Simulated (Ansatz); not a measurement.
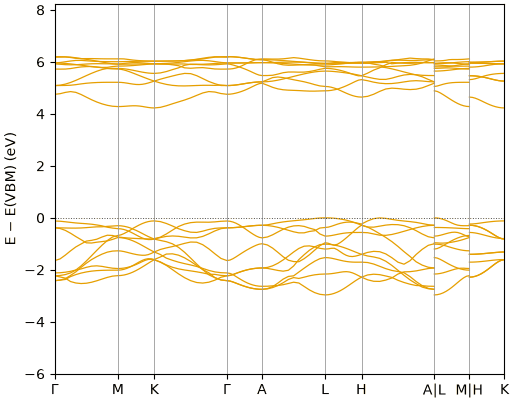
Fig. 1. Band structure from the program Ansatz at the r²SCAN level (PAW)

### Question
Read off the gap and where the band edges lie.

### Answer
About 4.2 eV (4.23 eV by a search for the band edges); maximum at L, minimum at K.

The material is La2O3 (La2O3 or Ni2Al3 type, space group No. 164).

Space group P-3m1 (La2O3 or Ni2Al3 type). Symmetry was held in the r²SCAN relaxation; of distortions, only those at the zone centre were tested. Spin–orbit coupling is left out wherever it is not named.

Potentials: the earlier of the program's two PAW sets.
